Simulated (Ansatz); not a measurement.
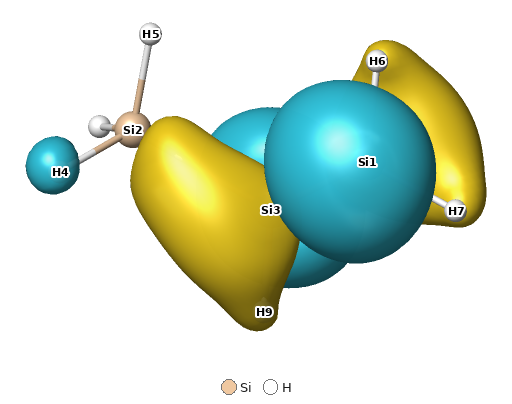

The picture shows: H6Si3 (SMILES [SiH2]=[SiH][SiH3]). The LUMO at ±0.1 Å⁻³ᐟ² (yellow and cyan are the two phases), seen at a tilt.

Geometry: BLYP-D3(BJ)/def2-SVP.

These are results of Ansatz 0.2.0, isolated molecule in a Gaussian basis; Kohn-Sham density functional theory, functional PBE0, not measurements.

| atom | x (Å) | y (Å) | z (Å) |
| --- | --- | --- | --- |
| Si | 0.1846 | 0.0753 | 2.5026 |
| Si | -1.2349 | -0.6400 | -0.9968 |
| Si | 0.4679 | 0.2704 | 0.3398 |
| H | -0.9459 | -2.0575 | -1.4025 |
| H | -2.5089 | -0.5995 | -0.2048 |
| H | -1.1950 | 0.2672 | 3.0570 |
| H | 1.2346 | 0.5232 | 3.4754 |
| H | -1.4129 | 0.1755 | -2.2456 |
| H | 1.8703 | 0.0460 | -0.1519 |

### Where does this orbital lie, and at what energy?

It lies mainly on Si1 (about 45 %), Si3 (about 35 %) and Si2 (about 10 %). Its energy is −2.43 eV.
